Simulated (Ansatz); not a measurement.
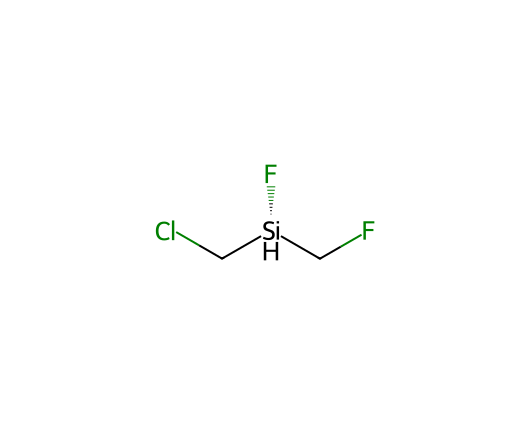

Skeletal drawing of a molecule.

> Transcribe the drawing into SMILES.

FC[Si@@H](F)CCl

> Give the formula, hydrogens included.

C2H5ClF2Si.

> An optimisation with PBE0-D4/def2-TZVP gave a structure of which point group?

C1.

More results for the same structure follow; atom numbers are the same in all pictures, views and colours differ. The geometry was computed by an optimisation with PBE0-D4/def2-TZVP.

Geometry

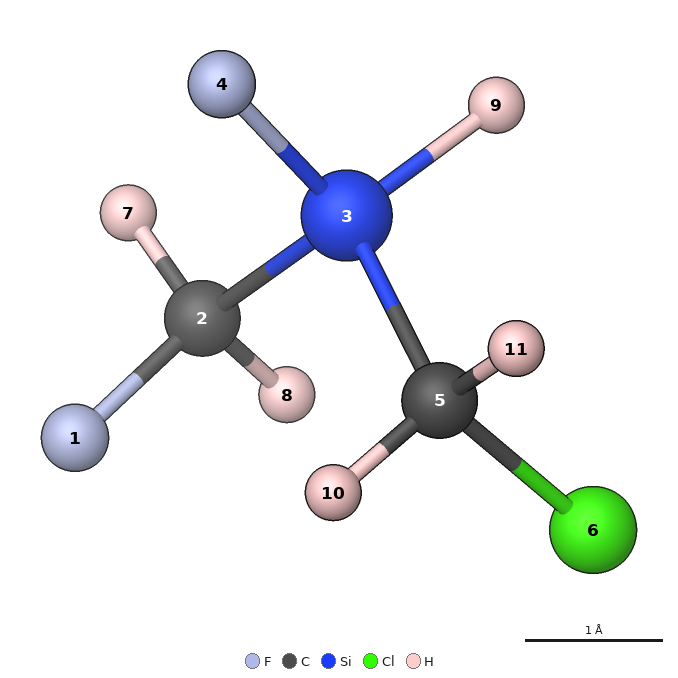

Atoms carry their numbers in the input.

Give the bond lengths.

```tsv
bond	length (Å)	order
F1–C2	1.392	single
C2–Si3	1.881	single
C2–H7	1.095	single
C2–H8	1.095	single
Si3–F4	1.601	single
Si3–C5	1.870	single
Si3–H9	1.481	single
C5–Cl6	1.788	single
C5–H10	1.090	single
C5–H11	1.090	single
```

Vibrations

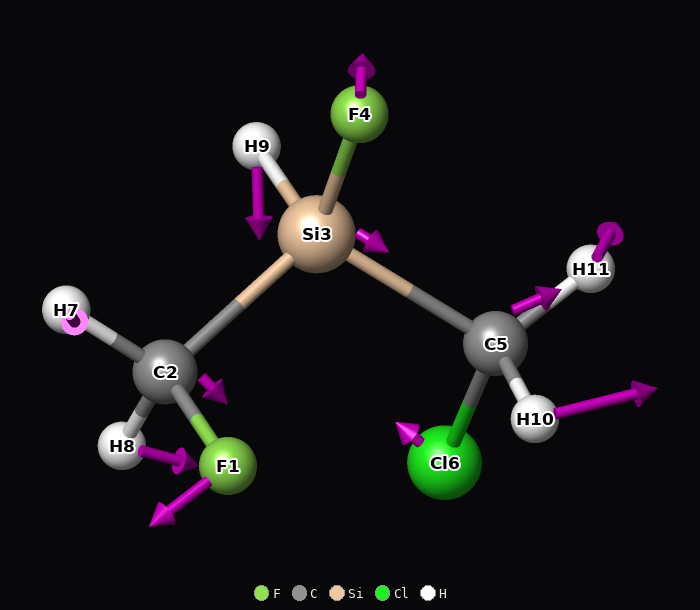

The arrows show one normal mode. Harmonic vibrations computed with RKS PBE0-D4/def2-TZVP (Ansatz 0.2.0) at a stationary point of the same level.

> At what wavenumber does it lie?

146 cm⁻¹; it is mode 4 of 27 counted from the lowest.

Levels of theory compared

Program: Ansatz 0.2.0.

Compare dipole (D) at these levels: B3LYP-D4/def2-TZVPP; PBE-D4/def2-TZVPP; PBE0-D4/def2-TZVP; r2SCAN-D4/def2-TZVPP; ωB97M-V/def2-TZVPP.

```json
{"level": "B3LYP-D4/def2-TZVPP", "dipole (D)": "1.05"}
{"level": "PBE-D4/def2-TZVPP", "dipole (D)": "0.88"}
{"level": "PBE0-D4/def2-TZVP", "dipole (D)": "1.03"}
{"level": "r2SCAN-D4/def2-TZVPP", "dipole (D)": "0.94"}
{"level": "ωB97M-V/def2-TZVPP", "dipole (D)": "1.03"}
```

Thermal motion

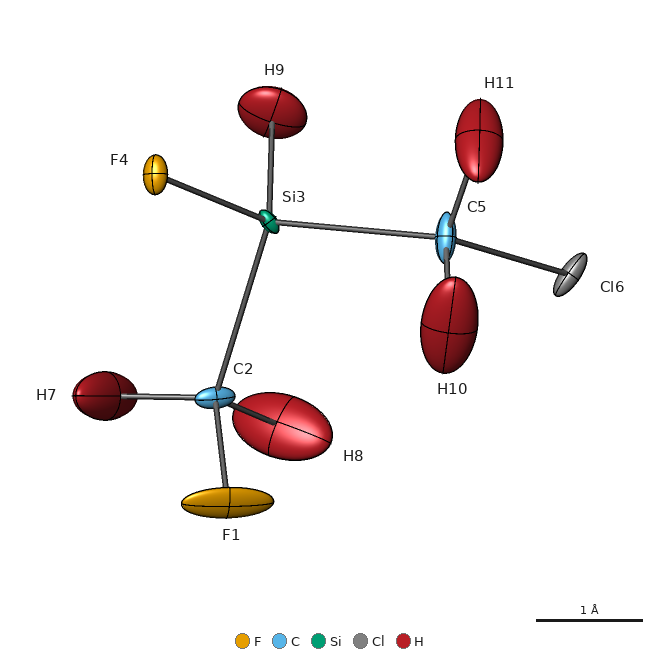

Displacement ellipsoids at the 50 % level, from the internal vibrations of the free molecule (harmonic, no overall translation or rotation; no half-axis is drawn under 0.075 Å). Vibrations computed with RKS PBE0-D4/def2-TZVP (Ansatz 0.2.0). Temperature: 298 K.

> Which atom has the largest mean-square displacement?

H8, with U_eq = 0.0555 Å².

> Does H8 move more along its bond or across it?

Across it: the root-mean-square amplitude is 0.121 Å along the bond and up to 0.345 Å across, since bending and torsion are softer than stretching.

List U_eq and the three principal root-mean-square amplitudes for each kind of atom.

```tsv
atom	U_eq (Å²)	rms amplitudes (Å)
F1	0.0319	0.033, 0.106, 0.289
C2	0.0075	0.049, 0.067, 0.126
Si3	0.0038	0.039, 0.053, 0.084
F4	0.0082	0.061, 0.078, 0.122
C5	0.0113	0.062, 0.073, 0.157
Cl6	0.0096	0.028, 0.062, 0.155
H7	0.0504	0.109, 0.147, 0.343
H8	0.0555	0.093, 0.198, 0.345
H9	0.0297	0.096, 0.187, 0.213
H10	0.0496	0.104, 0.171, 0.330
H11	0.0468	0.098, 0.145, 0.331
```

Charges

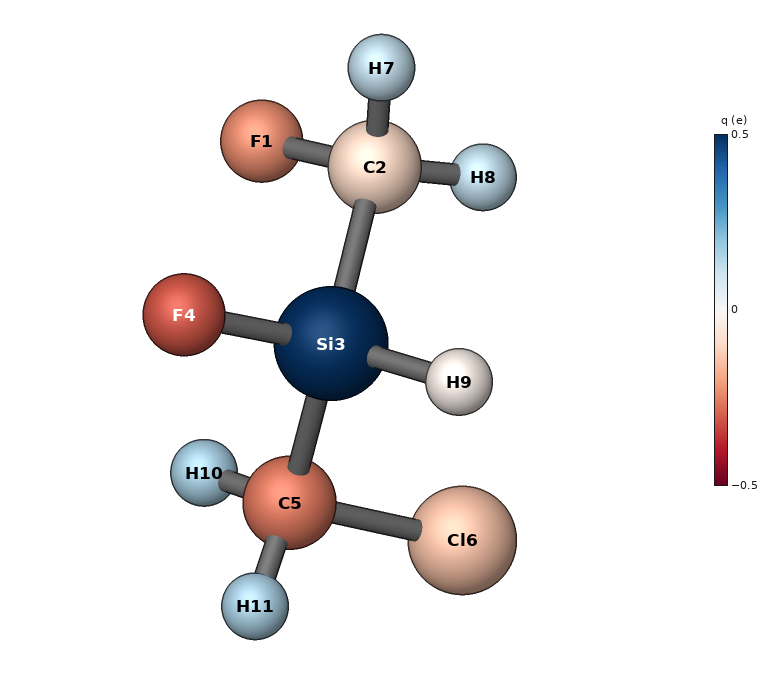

Atoms are coloured by their Mulliken charges. Properties computed with RKS PBE0-D4/def2-TZVP (Ansatz 0.2.0).

Give the Mulliken charges atom by atom.

| atom | value (e) |
| --- | --- |
| F1 | −0.23 |
| C2 | −0.10 |
| Si3 | 0.50 |
| F4 | −0.31 |
| C5 | −0.26 |
| Cl6 | −0.14 |
| H7 | 0.12 |
| H8 | 0.13 |
| H9 | −0.03 |
| H10 | 0.16 |
| H11 | 0.16 |

Mulliken values depend strongly on the basis set and can even reverse the polarity of a bond.
